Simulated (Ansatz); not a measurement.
A series of calculations on C$_{2}$H$_{5}$BClNO

**1. Relaxation**

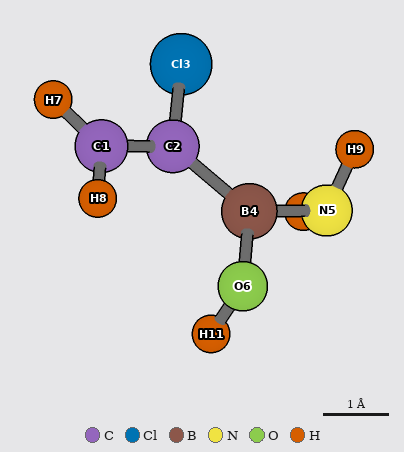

This is the input geometry for a relaxation of C2H5BClNO. Style: ball-and-stick. Shown at a tilt.

The run prepares an end point of a later path (inversion) calculation, from a guessed geometry.

Computed with RKS B3LYP/def2-SVP in Ansatz.

Input file:
```yaml
crystal:
  periodic: [false, false, false]
  atoms:
    - { symbol: C, position_ang: [0.3067, -1.8798, 0.3858] }
    - { symbol: C, position_ang: [0.4797, -0.5227, 0.4582] }
    - { symbol: Cl, position_ang: [1.6141, 0.0791, 1.6217] }
    - { symbol: B, position_ang: [-0.1997, 0.5142, -0.4771] }
    - { symbol: "N", position_ang: [0.0019, 1.991, -0.3852] }
    - { symbol: O, position_ang: [-1.2418, 0.0403, -1.4602] }
    - { symbol: H, position_ang: [0.8149, -2.522, 1.0277] }
    - { symbol: H, position_ang: [-0.4133, -2.2278, -0.345] }
    - { symbol: H, position_ang: [1.0261, 2.1593, -0.4855] }
    - { symbol: H, position_ang: [-0.2046, 2.2871, 0.6388] }
    - { symbol: H, position_ang: [-2.1186, 0.0242, -0.9585] }
basis:
  gaussian: { orbitals: def2-SVP }
hamiltonian:
  xc: b3lyp
relax:
  f_tol: 0.015
  max_steps: 40
```

Run as
```bash
ansatz run input.yaml --threads 2 --pin off --max-ram 3072MiB --backend cpu --events-out ev --progress --plain --runs-dir out
```

What does the optimiser find from here?

Answer. H9 moves most after the best rigid fit: 1.53 Å. By element the largest moves are H 1.53 Å, O 0.29 Å, N 0.28 Å, B 0.19 Å, Cl 0.16 Å, C 0.14 Å. Near-neighbour distances that change, for instance: B4–O6 1.509 → 1.374 Å, B4–N5 1.493 → 1.406 Å, N5–H10 1.086 → 1.013 Å, C1–H7 1.041 → 1.093 Å. Among the angles between lasting bonds that change: B4–N5–H9 106.6° → 125.1°, B4–N5–H10 107.6° → 120.6°, H9–N5–H10 103.5° → 114.3°. Groups turn about B4–O6 by about 90°. After 19 accepted moves (22 points after the start) the energy has fallen by 43.4 kcal/mol. Largest force component: 3.1 eV/Å at the start, 0.009 eV/Å at the end. The line search rejected the trial steps at points 14, 16, 21 of the run.

Step by step:

```json
{"step": "0", "E − E(0), kcal/mol": "0.00", "largest force component, eV/Å": "3.1279", "note": ""}
{"step": "1", "E − E(0), kcal/mol": "-6.62", "largest force component, eV/Å": "2.8805", "note": ""}
{"step": "2", "E − E(0), kcal/mol": "-11.25", "largest force component, eV/Å": "2.2037", "note": ""}
{"step": "3", "E − E(0), kcal/mol": "-16.70", "largest force component, eV/Å": "1.5699", "note": ""}
{"step": "4", "E − E(0), kcal/mol": "-22.06", "largest force component, eV/Å": "0.8173", "note": ""}
{"step": "5", "E − E(0), kcal/mol": "-25.14", "largest force component, eV/Å": "1.4440", "note": ""}
{"step": "6", "E − E(0), kcal/mol": "-27.44", "largest force component, eV/Å": "0.6815", "note": ""}
{"step": "7", "E − E(0), kcal/mol": "-28.33", "largest force component, eV/Å": "0.3210", "note": ""}
{"step": "8", "E − E(0), kcal/mol": "-30.50", "largest force component, eV/Å": "0.3892", "note": ""}
{"step": "9", "E − E(0), kcal/mol": "-32.96", "largest force component, eV/Å": "0.8163", "note": ""}
{"step": "10", "E − E(0), kcal/mol": "-35.57", "largest force component, eV/Å": "1.2349", "note": ""}
{"step": "11", "E − E(0), kcal/mol": "-38.99", "largest force component, eV/Å": "0.6425", "note": ""}
{"step": "12", "E − E(0), kcal/mol": "-40.11", "largest force component, eV/Å": "1.6655", "note": ""}
{"step": "13", "E − E(0), kcal/mol": "-42.71", "largest force component, eV/Å": "0.7120", "note": ""}
{"step": "14", "E − E(0), kcal/mol": "-42.62", "largest force component, eV/Å": "0.7555", "note": "rejected"}
{"step": "15", "E − E(0), kcal/mol": "-43.29", "largest force component, eV/Å": "0.1743", "note": ""}
{"step": "16", "E − E(0), kcal/mol": "-43.16", "largest force component, eV/Å": "0.2776", "note": "rejected"}
{"step": "17", "E − E(0), kcal/mol": "-43.34", "largest force component, eV/Å": "0.0764", "note": ""}
{"step": "18", "E − E(0), kcal/mol": "-43.36", "largest force component, eV/Å": "0.0842", "note": ""}
{"step": "19", "E − E(0), kcal/mol": "-43.36", "largest force component, eV/Å": "0.0442", "note": ""}
{"step": "20", "E − E(0), kcal/mol": "-43.37", "largest force component, eV/Å": "0.0265", "note": ""}
{"step": "21", "E − E(0), kcal/mol": "-43.37", "largest force component, eV/Å": "0.0484", "note": "rejected"}
{"step": "22", "E − E(0), kcal/mol": "-43.37", "largest force component, eV/Å": "0.0090", "note": ""}
```

Final geometry:

```xyz
11

C     0.2934   -1.9479    0.4853
C     0.5085   -0.6293    0.5427
Cl    1.7480   -0.0106    1.6553
B    -0.2709    0.4482   -0.3176
N     0.0149    1.8168   -0.1682
O    -1.2119   -0.0529   -1.1838
H     0.8470   -2.6676    1.0940
H    -0.4703   -2.3242   -0.2007
H    -0.4381    2.5650   -0.6776
H     0.7218    2.1278    0.4879
H    -1.6770    0.6175   -1.6966
```

The end point in the same view:

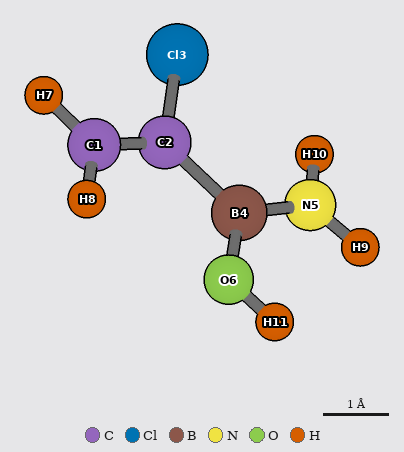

**2. Relaxation**

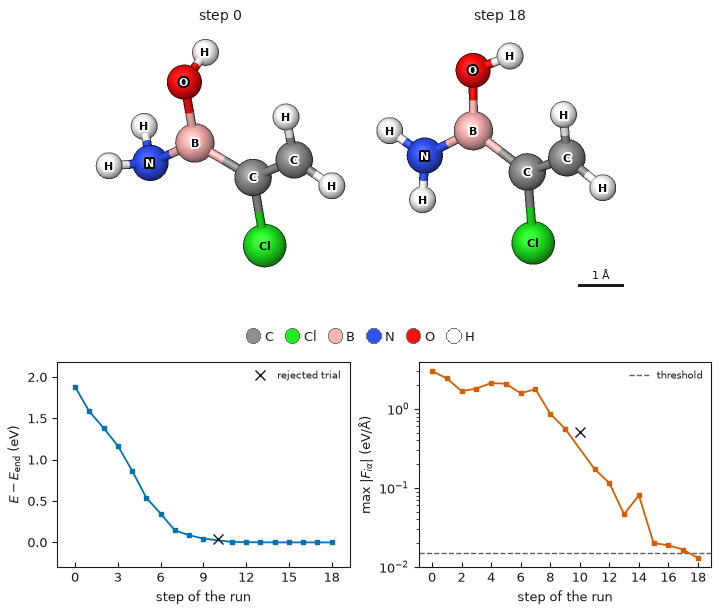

First and last geometry of a relaxation of C$_{2}$H$_{5}$BClNO, with the history of the run. A ball-and-stick model, seen at a tilt.

The run prepares an end point of a later path (inversion) calculation, from a guessed geometry.

Theory: RKS B3LYP/def2-SVP in Ansatz 0.2.0.

Input
```yaml
crystal:
  periodic: [false, false, false]
  atoms:
    - { symbol: C, position_ang: [0.3067, -1.8798, 0.3858] }
    - { symbol: C, position_ang: [0.4797, -0.5227, 0.4582] }
    - { symbol: Cl, position_ang: [1.6141, 0.0791, 1.6217] }
    - { symbol: B, position_ang: [-0.1997, 0.5142, -0.4771] }
    - { symbol: "N", position_ang: [0.0019, 1.991, -0.3852] }
    - { symbol: O, position_ang: [-1.2418, 0.0403, -1.4602] }
    - { symbol: H, position_ang: [0.8149, -2.522, 1.0277] }
    - { symbol: H, position_ang: [-0.4133, -2.2278, -0.345] }
    - { symbol: H, position_ang: [0.33281, 2.30603, -1.32255] }
    - { symbol: H, position_ang: [-0.97756, 2.45069, -0.29444] }
    - { symbol: H, position_ang: [-2.1186, 0.0242, -0.9585] }
basis:
  gaussian: { orbitals: def2-SVP }
hamiltonian:
  xc: b3lyp
relax:
  f_tol: 0.015
  max_steps: 40
output:
  orbitals: {}
```

Command:
```bash
ansatz run input.yaml --threads 2 --pin off --max-ram 3072MiB --backend cpu --events-out ev --progress --plain --runs-dir out
```

Question: Did the run converge, and what did it change?

Answer: It converged. H9 moves most after the best rigid fit: 1.21 Å. By element the largest moves are H 1.21 Å, O 0.61 Å, B 0.32 Å, N 0.25 Å, Cl 0.24 Å, C 0.17 Å. Near-neighbour distances that change, for instance: B4–O6 1.509 → 1.374 Å, B4–N5 1.493 → 1.400 Å, N5–H10 1.086 → 1.012 Å, C1–H7 1.041 → 1.093 Å. Among the angles between lasting bonds that change: B4–N5–H9 106.6° → 122.4°, B4–N5–H10 107.6° → 122.3°, H9–N5–H10 103.5° → 115.3°. Groups turn about B4–O6 by about 80°. After 17 accepted moves (18 points after the start) the energy has fallen by 1.884 eV. Largest force component: 3 eV/Å at the start, 0.013 eV/Å at the end. The line search rejected the trial step at point 10 of the run.

```
step  E − E(0), eV  largest force component, eV/Å      note
   0        0.0000                         3.0108          
   1       -0.2992                         2.4408          
   2       -0.4983                         1.6783          
   3       -0.7146                         1.8079          
   4       -1.0142                         2.1261          
   5       -1.3431                         2.0829          
   6       -1.5348                         1.5794          
   7       -1.7376                         1.7773          
   8       -1.7973                         0.8715          
   9       -1.8374                         0.5635          
  10       -1.8373                         0.5117  rejected
  11       -1.8781                         0.1737          
  12       -1.8812                         0.1156          
  13       -1.8831                         0.0464          
  14       -1.8834                         0.0806          
  15       -1.8837                         0.0201          
  16       -1.8838                         0.0188          
  17       -1.8838                         0.0166          
  18       -1.8838                         0.0130
```

**3. Path**

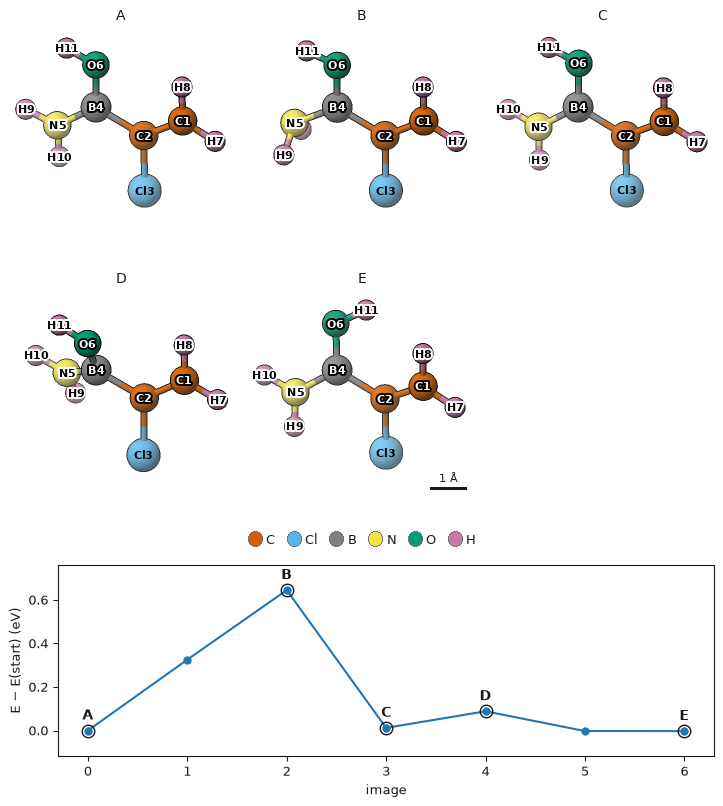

A nudged-elastic-band calculation for C2H5BClNO. Images are numbered from 0 (start) to 6 (end). Frames A to E are images 0, 2, 3, 4, 6. The picture is a ball-and-stick view, seen at a tilt.

All numbers below come from RKS B3LYP/def2-SVP in Ansatz. Set-up: 5 movable images; climbing image; force threshold 0.05 eV/Å; iteration limit 60; starting path through a guess of the saddle point.

Q: What happens along the path, and what is the barrier?

A: The barrier is about 0.64 eV in both directions, with image 2 at the top; the ends have nearly the same energy. The profile has 2 maxima (images 2, 4) with a dip at image 3 (+0.01 eV), so the process runs in steps. The path has more than one stage, and so few images may leave a stage unresolved. No bond forms or breaks between the ends. Among the angles between lasting bonds that change up to the highest image: B4–N5–H9 125.1° → 110.5°, H9–N5–H10 114.3° → 103.5°. The band converged in 23 iterations. The largest component of the band force went from 22 to 0.034 eV/Å. The climbing image converged on the top of the path. Its vibrational analysis gives one imaginary mode (395i cm⁻¹), as a transition state must have.

Cost: 4.8 min on 2 threads of Arm Neoverse V2 (shared host), peak memory 0.27 GiB.
